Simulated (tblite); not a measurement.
# Geometry relaxation of BN2H4BrF (charge −1) (part 1 of 2)

- system: BN2H4BrF, charge −1
- method: GFN2-xTB geometry optimisation, gas phase (tblite 0.8.0)

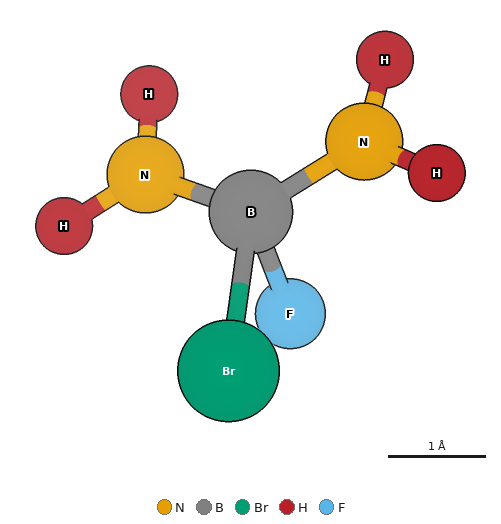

Fig. 1: The input geometry (ball-and-stick view, seen at a tilt). Bond lengths as drawn: B–Br 1.96 Å, B–F 1.47 Å, B–N 1.38 to 1.44 Å and H–N 1.00 to 1.03 Å.

## Results in brief

| quantity | value |
| --- | --- |
| outcome | converged |
| total energy | −497.3281 eV |
| hardware | 1 CPU thread, shared host |
| wall time | 0.54 s |
| peak memory | 0.38 GiB |

## The input
```
{"job": {"kind": "relax", "xc": "GFN2-xTB", "basis": "xTB"}, "charge": -1, "multiplicity": 1}
N      1.179700    -0.329200     0.434600
B      0.032500     0.364000    -0.096400
N     -1.209500    -0.221900    -0.273200
Br     0.267200     2.256200    -0.560700
H      2.052800     0.128400     0.573100
H      1.140700    -1.299100     0.699700
H     -1.999000     0.324500    -0.659000
H     -1.434900    -1.170100    -0.065300
F      0.589700     0.302000    -1.453300
```

The first line tells a small driver script what to run in tblite; the rest is the geometry in Å.

Command:
```bash
OMP_NUM_THREADS=1 python <driver script> task.json out
```

## Log
```
step      E/eV     max force
  0    -494.45462    6.095
  1    -495.58796    3.406
  2    -496.61845    2.325
  3    -496.96808    1.342
  4    -497.08699    0.909
  5    -497.17823    0.772
  6    -497.22104    0.560
  7    -497.23982    0.494
  8    -497.27217    0.465
  9    -497.29107    0.391
 10    -497.29910    0.197
 11    -497.30138    0.146
 12    -497.30351    0.176
 13    -497.30635    0.173
 14    -497.30874    0.129
 15    -497.31082    0.147
 16    -497.31257    0.130
 17    -497.31417    0.132
 18    -497.31533    0.122
 19    -497.31602    0.081
 20    -497.31649    0.070
 21    -497.31688    0.061
 22    -497.31724    0.062
 23    -497.31762    0.075
 24    -497.31812    0.093
 25    -497.31885    0.114
 26    -497.31990    0.131
 27    -497.32114    0.131
 28    -497.32226    0.104
 29    -497.32304    0.076
 30    -497.32349    0.062
 31    -497.32385    0.059
 32    -497.32428    0.084
 33    -497.32482    0.097
 34    -497.32536    0.077
 35    -497.32576    0.057
 36    -497.32610    0.048
 37    -497.32644    0.064
 38    -497.32677    0.079
 39    -497.32715    0.051
 40    -497.32764    0.053
 41    -497.32788    0.044
 42    -497.32798    0.031
 43    -497.32801    0.016
 44    -497.32802    0.013
 45    -497.32804    0.013
 46    -497.32806    0.015
 47    -497.32808    0.013
 48    -497.32810    0.011
 49    -497.32811    0.010
 50    -497.32812    0.011
 51    -497.32813    0.010
 52    -497.32813    0.005
```

## Trajectory as extended XYZ (Å, eV, eV/Å), 52 of the 53 frames kept, from step=0 to step=52
```
9
Properties=species:S:1:pos:R:3:forces:R:3 step=0 energy=-494.45462
N     1.1797   -0.3292    0.4346    0.3520  -1.3630   3.7450
B     0.0325    0.3640   -0.0964    2.8680   0.7870  -2.6470
N    -1.2095   -0.2219   -0.2732   -4.1810  -0.2100   0.8660
Br    0.2672    2.2562   -0.5607   -0.9330   4.1620   2.5570
H     2.0528    0.1284    0.5731    0.3000  -0.0600   0.1150
H     1.1407   -1.2991    0.6997    0.2080   0.1810   0.2850
H    -1.9990    0.3245   -0.6590    0.7950  -0.7820   0.4290
H    -1.4349   -1.1701   -0.0653   -0.1840  -0.1970   0.1450
F     0.5897    0.3020   -1.4533    0.7750  -2.5180  -5.4960
9
Properties=species:S:1:pos:R:3:forces:R:3 step=1 energy=-495.58796
N     1.1847   -0.3487    0.4881   -0.5670   1.4220   1.9660
B     0.0734    0.3753   -0.1342    0.7580  -0.7970  -2.8680
N    -1.2692   -0.2249   -0.2609    0.9710   0.7630   1.6610
Br    0.2539    2.3156   -0.5241   -0.6590   2.3110   2.0280
H     2.0571    0.1275    0.5748    0.3130  -0.2790   0.0560
H     1.1436   -1.2966    0.7037    0.1760  -1.1940   0.4240
H    -1.9876    0.3134   -0.6529   -0.9380   0.2450  -0.4690
H    -1.4375   -1.1729   -0.0632   -0.3620  -0.7000   0.0960
F     0.6007    0.2660   -1.5318    0.3070  -1.7720  -2.8930
9
Properties=species:S:1:pos:R:3:forces:R:3 step=2 energy=-496.61845
N     1.1743   -0.3270    0.5707   -1.2460   0.7540   0.8910
B     0.1186    0.3633   -0.2284    0.1480  -1.0840  -2.0520
N    -1.2847   -0.2084   -0.2125    1.3630   0.5560   1.2340
Br    0.2292    2.4105   -0.4511   -0.3360   0.1450   1.1540
H     2.0675    0.1202    0.5772    0.3520  -0.3430  -0.0590
H     1.1498   -1.3238    0.7167    0.2140   0.3790  -0.1570
H    -2.0030    0.3120   -0.6603   -0.3780  -0.1200  -0.3200
H    -1.4480   -1.1917   -0.0595   -0.0410   0.4000  -0.2220
F     0.6154    0.1995   -1.6532   -0.0770  -0.6870  -0.4690
9
Properties=species:S:1:pos:R:3:forces:R:3 step=3 energy=-496.96808
N     1.1448   -0.3108    0.6341   -0.2710   1.1490  -0.0460
B     0.1498    0.3394   -0.3157   -0.2000  -0.9390  -0.9370
N    -1.2800   -0.1921   -0.1662    0.8030   0.7520   0.3490
Br    0.2096    2.4626   -0.3907   -0.1640  -0.6630   0.6410
H     2.0800    0.1100    0.5771   -0.5530  -0.6620  -0.0370
H     1.1576   -1.3220    0.7183    0.1050   0.5140  -0.2590
H    -2.0118    0.3048   -0.6674    0.3320  -0.4660   0.0460
H    -1.4529   -1.1890   -0.0628    0.1500   0.6140  -0.2520
F     0.6219    0.1518   -1.7272   -0.2030  -0.2990   0.4940
9
Properties=species:S:1:pos:R:3:forces:R:3 step=4 energy=-497.08699
N     1.1326   -0.2869    0.6584   -0.4120   0.3600  -0.3960
B     0.1605    0.3166   -0.3629   -0.2230  -0.5250  -0.2710
N    -1.2720   -0.1737   -0.1450    0.6430   0.2790   0.1240
Br    0.1992    2.4733   -0.3566   -0.0990  -0.8050   0.4110
H     2.0735    0.0945    0.5767   -0.2400  -0.3290  -0.0600
H     1.1621   -1.3119    0.7146   -0.0110   0.8190  -0.2260
H    -2.0064    0.2925   -0.6676    0.2930  -0.2580  -0.0240
H    -1.4518   -1.1774   -0.0681    0.2550   0.6940  -0.1850
F     0.6215    0.1276   -1.7499   -0.2060  -0.2350   0.6290
9
Properties=species:S:1:pos:R:3:forces:R:3 step=5 energy=-497.17823
N     1.1159   -0.2677    0.6634   -0.2270   0.1520  -0.4610
B     0.1622    0.2929   -0.3950   -0.0690  -0.0020   0.2430
N    -1.2546   -0.1581   -0.1306    0.1300   0.1530  -0.0950
Br    0.1911    2.4612   -0.3283   -0.0640  -0.7220   0.2670
H     2.0651    0.0789    0.5750   -0.0830  -0.0220  -0.0920
H     1.1643   -1.2864    0.7072   -0.1570   0.4440  -0.1260
H    -1.9963    0.2796   -0.6682    0.3050  -0.0540  -0.0390
H    -1.4453   -1.1546   -0.0752    0.2830   0.3150  -0.0390
F     0.6167    0.1088   -1.7487   -0.1190  -0.2630   0.3430
9
Properties=species:S:1:pos:R:3:forces:R:3 step=6 energy=-497.22104
N     1.1051   -0.2545    0.6512   -0.0350   0.0020  -0.1480
B     0.1585    0.2822   -0.3994    0.0810   0.3930   0.2890
N    -1.2426   -0.1474   -0.1289   -0.1720  -0.0150   0.0310
Br    0.1876    2.4347   -0.3142   -0.0550  -0.5060   0.2330
H     2.0580    0.0713    0.5722    0.0570   0.1920  -0.1400
H     1.1617   -1.2656    0.7005   -0.2430   0.0960  -0.0570
H    -1.9844    0.2726   -0.6687    0.1270   0.1640  -0.1790
H    -1.4360   -1.1374   -0.0795    0.2520  -0.0060   0.0540
F     0.6112    0.0989   -1.7336   -0.0110  -0.3190  -0.0830
9
Properties=species:S:1:pos:R:3:forces:R:3 step=7 energy=-497.23982
N     1.1011   -0.2491    0.6428    0.1280  -0.0190   0.0710
B     0.1573    0.2851   -0.3947    0.0660   0.4630   0.1600
N    -1.2399   -0.1438   -0.1281   -0.2370   0.0230   0.0950
Br    0.1859    2.4144   -0.3065   -0.0480  -0.3610   0.2250
H     2.0560    0.0718    0.5686    0.0570   0.2210  -0.1470
H     1.1564   -1.2567    0.6969   -0.2510  -0.0450  -0.0360
H    -1.9782    0.2732   -0.6722    0.0670   0.1890  -0.2100
H    -1.4282   -1.1313   -0.0802    0.2030  -0.1560   0.0650
F     0.6087    0.0911   -1.7271    0.0160  -0.3160  -0.2240
9
Properties=species:S:1:pos:R:3:forces:R:3 step=8 energy=-497.27217
N     1.0971   -0.2383    0.6322    0.3030  -0.0270   0.3520
B     0.1568    0.3000   -0.3866   -0.0360   0.3600  -0.0490
N    -1.2395   -0.1351   -0.1226   -0.2340   0.0350   0.1520
Br    0.1810    2.3711   -0.2849   -0.0190  -0.0260   0.1710
H     2.0533    0.0772    0.5587    0.0780   0.2090  -0.1360
H     1.1412   -1.2420    0.6896   -0.2090  -0.2220  -0.0060
H    -1.9658    0.2783   -0.6838   -0.0080   0.1450  -0.2150
H    -1.4097   -1.1244   -0.0801    0.1140  -0.2260   0.0390
F     0.6046    0.0679   -1.7231    0.0110  -0.2480  -0.3080
9
Properties=species:S:1:pos:R:3:forces:R:3 step=9 energy=-497.29107
N     1.0980   -0.2312    0.6333    0.2470  -0.0110   0.3030
B     0.1573    0.3151   -0.3850   -0.0930   0.0670  -0.0450
N    -1.2432   -0.1286   -0.1147   -0.1390   0.0460   0.0760
Br    0.1764    2.3448   -0.2646    0.0120   0.2110   0.0960
H     2.0539    0.0843    0.5498    0.0830   0.1310  -0.1080
H     1.1276   -1.2360    0.6849   -0.1310  -0.1990   0.0020
H    -1.9579    0.2840   -0.6956    0.0050   0.0320  -0.1480
H    -1.3953   -1.1232   -0.0794    0.0570  -0.1350  -0.0050
F     0.6024    0.0454   -1.7292   -0.0400  -0.1410  -0.1710
9
Properties=species:S:1:pos:R:3:forces:R:3 step=10 energy=-497.29910
N     1.1015   -0.2296    0.6408    0.1060   0.0020   0.0950
B     0.1575    0.3207   -0.3868   -0.0750  -0.0980   0.0590
N    -1.2477   -0.1262   -0.1100   -0.0230   0.0210  -0.0050
Br    0.1746    2.3438   -0.2549    0.0270   0.1890   0.0470
H     2.0566    0.0891    0.5452    0.0450   0.0430  -0.0840
H     1.1212   -1.2383    0.6840   -0.0630  -0.0540  -0.0040
H    -1.9559    0.2865   -0.7020    0.0310  -0.0420  -0.0970
H    -1.3901   -1.1256   -0.0791    0.0390   0.0020  -0.0330
F     0.6014    0.0342   -1.7378   -0.0870  -0.0640   0.0220
9
Properties=species:S:1:pos:R:3:forces:R:3 step=11 energy=-497.30138
N     1.1041   -0.2297    0.6449    0.0200   0.0000  -0.0050
B     0.1567    0.3201   -0.3867   -0.0310  -0.0950   0.0940
N    -1.2494   -0.1256   -0.1088    0.0050   0.0090  -0.0240
Br    0.1747    2.3486   -0.2519    0.0290   0.1190   0.0310
H     2.0584    0.0910    0.5429    0.0280   0.0030  -0.0760
H     1.1190   -1.2402    0.6841   -0.0260   0.0200  -0.0030
H    -1.9553    0.2864   -0.7051    0.0430  -0.0590  -0.0810
H    -1.3887   -1.1264   -0.0795    0.0310   0.0400  -0.0370
F     0.5998    0.0305   -1.7404   -0.1000  -0.0370   0.1000
9
Properties=species:S:1:pos:R:3:forces:R:3 step=12 energy=-497.30351
N     1.1066   -0.2291    0.6480   -0.0390   0.0000  -0.0630
B     0.1553    0.3185   -0.3844    0.0200  -0.0520   0.0930
N    -1.2508   -0.1244   -0.1079    0.0040  -0.0080  -0.0190
Br    0.1751    2.3529   -0.2477    0.0300   0.0630   0.0150
H     2.0603    0.0929    0.5388    0.0060  -0.0370  -0.0680
H     1.1158   -1.2409    0.6837    0.0140   0.0640   0.0050
H    -1.9534    0.2852   -0.7101    0.0480  -0.0650  -0.0720
H    -1.3860   -1.1261   -0.0806    0.0160   0.0470  -0.0340
F     0.5961    0.0256   -1.7402   -0.1000  -0.0110   0.1440
9
Properties=species:S:1:pos:R:3:forces:R:3 step=13 energy=-497.30635
N     1.1099   -0.2277    0.6506   -0.0810   0.0000  -0.0860
B     0.1533    0.3160   -0.3788    0.0680   0.0360   0.0540
N    -1.2525   -0.1224   -0.1068   -0.0220  -0.0170   0.0090
Br    0.1764    2.3582   -0.2409    0.0310   0.0030  -0.0030
H     2.0628    0.0949    0.5309   -0.0230  -0.0850  -0.0580
H     1.1110   -1.2401    0.6829    0.0670   0.0860   0.0200
H    -1.9491    0.2825   -0.7194    0.0500  -0.0640  -0.0640
H    -1.3811   -1.1246   -0.0830   -0.0100   0.0210  -0.0250
F     0.5885    0.0178   -1.7359   -0.0800   0.0200   0.1520
9
Properties=species:S:1:pos:R:3:forces:R:3 step=14 energy=-497.30874
N     1.1119   -0.2260    0.6513   -0.0740   0.0050  -0.0510
B     0.1518    0.3146   -0.3723    0.0640   0.1120   0.0020
N    -1.2543   -0.1205   -0.1056   -0.0520  -0.0170   0.0470
Br    0.1783    2.3622   -0.2349    0.0310  -0.0280  -0.0140
H     2.0645    0.0953    0.5223   -0.0370  -0.1070  -0.0490
H     1.1074   -1.2379    0.6824    0.0960   0.0640   0.0340
H    -1.9439    0.2788   -0.7294    0.0470  -0.0550  -0.0610
H    -1.3764   -1.1230   -0.0858   -0.0310  -0.0150  -0.0140
F     0.5798    0.0112   -1.7284   -0.0440   0.0420   0.1040
9
Properties=species:S:1:pos:R:3:forces:R:3 step=15 energy=-497.31082
N     1.1129   -0.2242    0.6509   -0.0370   0.0110   0.0160
B     0.1510    0.3154   -0.3662    0.0120   0.1430  -0.0340
N    -1.2565   -0.1191   -0.1038   -0.0700  -0.0060   0.0750
Br    0.1808    2.3650   -0.2303    0.0290  -0.0360  -0.0180
H     2.0652    0.0937    0.5137   -0.0290  -0.1000  -0.0420
H     1.1060   -1.2351    0.6826    0.0950   0.0180   0.0430
H    -1.9385    0.2745   -0.7396    0.0400  -0.0450  -0.0560
H    -1.3729   -1.1220   -0.0885   -0.0390  -0.0410  -0.0040
F     0.5712    0.0065   -1.7193   -0.0030   0.0560   0.0210
9
Properties=species:S:1:pos:R:3:forces:R:3 step=16 energy=-497.31257
N     1.1129   -0.2227    0.6506    0.0040   0.0160   0.0730
B     0.1502    0.3186   -0.3616   -0.0500   0.1140  -0.0360
N    -1.2594   -0.1182   -0.1011   -0.0660   0.0070   0.0770
Br    0.1835    2.3669   -0.2276    0.0240  -0.0320  -0.0160
H     2.0653    0.0904    0.5061   -0.0070  -0.0720  -0.0390
H     1.1070   -1.2327    0.6837    0.0690  -0.0200   0.0440
H    -1.9336    0.2702   -0.7487    0.0320  -0.0370  -0.0480
H    -1.3711   -1.1220   -0.0908   -0.0330  -0.0380   0.0040
F     0.5643    0.0045   -1.7112    0.0270   0.0630  -0.0590
9
Properties=species:S:1:pos:R:3:forces:R:3 step=17 energy=-497.31417
N     1.1127   -0.2215    0.6515    0.0320   0.0160   0.0940
B     0.1486    0.3234   -0.3578   -0.0850   0.0370  -0.0090
N    -1.2632   -0.1178   -0.0975   -0.0470   0.0190   0.0510
Br    0.1867    2.3686   -0.2264    0.0160  -0.0260  -0.0110
H     2.0653    0.0858    0.4988    0.0130  -0.0340  -0.0360
H     1.1098   -1.2313    0.6859    0.0260  -0.0350   0.0380
H    -1.9290    0.2655   -0.7574    0.0210  -0.0320  -0.0340
H    -1.3707   -1.1229   -0.0926   -0.0170  -0.0120   0.0130
F     0.5588    0.0049   -1.7051    0.0400   0.0670  -0.1060
9
Properties=species:S:1:pos:R:3:forces:R:3 step=18 energy=-497.31533
N     1.1128   -0.2208    0.6537    0.0340   0.0100   0.0700
B     0.1463    0.3277   -0.3552   -0.0680  -0.0400   0.0210
N    -1.2669   -0.1176   -0.0942   -0.0190   0.0200   0.0140
Br    0.1894    2.3701   -0.2266    0.0060  -0.0260  -0.0020
H     2.0657    0.0815    0.4933    0.0200  -0.0030  -0.0340
H     1.1130   -1.2311    0.6886   -0.0130  -0.0200   0.0300
H    -1.9257    0.2615   -0.7639    0.0090  -0.0270  -0.0230
H    -1.3714   -1.1240   -0.0935    0.0000   0.0190   0.0210
F     0.5559    0.0075   -1.7027    0.0320   0.0660  -0.0970
9
Properties=species:S:1:pos:R:3:forces:R:3 step=19 energy=-497.31602
N     1.1132   -0.2205    0.6561    0.0190   0.0010   0.0250
B     0.1440    0.3294   -0.3534   -0.0200  -0.0730   0.0300
N    -1.2694   -0.1175   -0.0921    0.0020   0.0150  -0.0130
Br    0.1911    2.3708   -0.2272   -0.0020  -0.0280   0.0060
H     2.0663    0.0789    0.4898    0.0140   0.0110  -0.0320
H     1.1150   -1.2315    0.6909   -0.0330   0.0020   0.0270
H    -1.9240    0.2587   -0.7677   -0.0020  -0.0190  -0.0180
H    -1.3722   -1.1245   -0.0935    0.0080   0.0320   0.0280
F     0.5551    0.0108   -1.7033    0.0140   0.0600  -0.0530
9
Properties=species:S:1:pos:R:3:forces:R:3 step=20 energy=-497.31649
N     1.1139   -0.2203    0.6581    0.0030  -0.0060  -0.0130
B     0.1422    0.3291   -0.3517    0.0260  -0.0630   0.0180
N    -1.2709   -0.1171   -0.0910    0.0120   0.0070  -0.0270
Br    0.1921    2.3706   -0.2275   -0.0070  -0.0260   0.0130
H     2.0669    0.0775    0.4869    0.0030   0.0120  -0.0290
H     1.1155   -1.2317    0.6929   -0.0360   0.0140   0.0280
H    -1.9230    0.2567   -0.7705   -0.0060  -0.0120  -0.0170
H    -1.3726   -1.1242   -0.0929    0.0070   0.0260   0.0350
F     0.5549    0.0140   -1.7048   -0.0020   0.0480  -0.0070
9
Properties=species:S:1:pos:R:3:forces:R:3 step=21 energy=-497.31688
N     1.1146   -0.2201    0.6594   -0.0070  -0.0090  -0.0380
B     0.1412    0.3278   -0.3500    0.0530  -0.0290  -0.0070
N    -1.2720   -0.1165   -0.0907    0.0160  -0.0020  -0.0320
Br    0.1928    2.3695   -0.2272   -0.0090  -0.0160   0.0210
H     2.0674    0.0767    0.4839   -0.0060   0.0070  -0.0250
H     1.1150   -1.2315    0.6950   -0.0310   0.0130   0.0310
H    -1.9221    0.2548   -0.7733   -0.0060  -0.0060  -0.0160
H    -1.3725   -1.1234   -0.0918    0.0000   0.0100   0.0400
F     0.5545    0.0174   -1.7059   -0.0090   0.0320   0.0250
9
Properties=species:S:1:pos:R:3:forces:R:3 step=22 energy=-497.31724
N     1.1154   -0.2200    0.6600   -0.0100  -0.0090  -0.0470
B     0.1410    0.3263   -0.3484    0.0510   0.0130  -0.0330
N    -1.2727   -0.1158   -0.0908    0.0190  -0.0080  -0.0300
Br    0.1933    2.3680   -0.2262   -0.0100   0.0020   0.0280
H     2.0678    0.0760    0.4802   -0.0110  -0.0020  -0.0200
H     1.1138   -1.2311    0.6976   -0.0210   0.0030   0.0360
H    -1.9211    0.2528   -0.7766   -0.0020  -0.0020  -0.0140
H    -1.3722   -1.1224   -0.0899   -0.0080  -0.0090   0.0440
F     0.5538    0.0209   -1.7063   -0.0080   0.0130   0.0370
9
Properties=species:S:1:pos:R:3:forces:R:3 step=23 energy=-497.31762
N     1.1160   -0.2199    0.6598   -0.0060  -0.0060  -0.0440
B     0.1415    0.3249   -0.3472    0.0240   0.0490  -0.0520
N    -1.2732   -0.1151   -0.0915    0.0220  -0.0120  -0.0260
Br    0.1937    2.3663   -0.2244   -0.0100   0.0240   0.0340
H     2.0679    0.0752    0.4756   -0.0100  -0.0120  -0.0130
H     1.1121   -1.2305    0.7010   -0.0110  -0.0110   0.0380
H    -1.9198    0.2504   -0.7807    0.0040  -0.0010  -0.0110
H    -1.3720   -1.1215   -0.0872   -0.0150  -0.0240   0.0460
F     0.5528    0.0248   -1.7059    0.0020  -0.0060   0.0270
9
Properties=species:S:1:pos:R:3:forces:R:3 step=24 energy=-497.31812
N     1.1167   -0.2199    0.6590    0.0020   0.0000  -0.0350
B     0.1426    0.3240   -0.3469   -0.0210   0.0740  -0.0530
N    -1.2734   -0.1144   -0.0928    0.0240  -0.0140  -0.0210
Br    0.1940    2.3649   -0.2214   -0.0090   0.0470   0.0390
H     2.0680    0.0737    0.4694   -0.0040  -0.0250  -0.0050
H     1.1097   -1.2298    0.7063   -0.0020  -0.0210   0.0370
H    -1.9180    0.2472   -0.7861    0.0110  -0.0040  -0.0060
H    -1.3720   -1.1207   -0.0827   -0.0190  -0.0300   0.0450
F     0.5516    0.0297   -1.7052    0.0180  -0.0260   0.0000
9
Properties=species:S:1:pos:R:3:forces:R:3 step=25 energy=-497.31885
N     1.1175   -0.2199    0.6571    0.0090   0.0070  -0.0280
B     0.1440    0.3238   -0.3479   -0.0740   0.0800  -0.0320
N    -1.2732   -0.1138   -0.0951    0.0220  -0.0150  -0.0180
Br    0.1942    2.3643   -0.2160   -0.0080   0.0680   0.0420
H     2.0680    0.0708    0.4604    0.0070  -0.0420   0.0050
H     1.1064   -1.2292    0.7150    0.0050  -0.0190   0.0290
H    -1.9153    0.2422   -0.7940    0.0180  -0.0110   0.0020
H    -1.3727   -1.1200   -0.0750   -0.0180  -0.0240   0.0400
F     0.5504    0.0366   -1.7048    0.0400  -0.0440  -0.0410
9
Properties=species:S:1:pos:R:3:forces:R:3 step=27 energy=-497.32114
N     1.1192   -0.2200    0.6494    0.0120   0.0100  -0.0280
B     0.1455    0.3263   -0.3541   -0.1110   0.0190   0.0660
N    -1.2713   -0.1131   -0.1037   -0.0090  -0.0170  -0.0190
Br    0.1933    2.3681   -0.1950   -0.0100   0.0670   0.0270
H     2.0689    0.0579    0.4323    0.0290  -0.0760   0.0300
H     1.0962   -1.2272    0.7451    0.0030   0.0460  -0.0160
H    -1.9063    0.2248   -0.8185    0.0160  -0.0350   0.0190
H    -1.3766   -1.1182   -0.0471    0.0040   0.0320   0.0160
F     0.5502    0.0561   -1.7089    0.0650  -0.0450  -0.0950
```
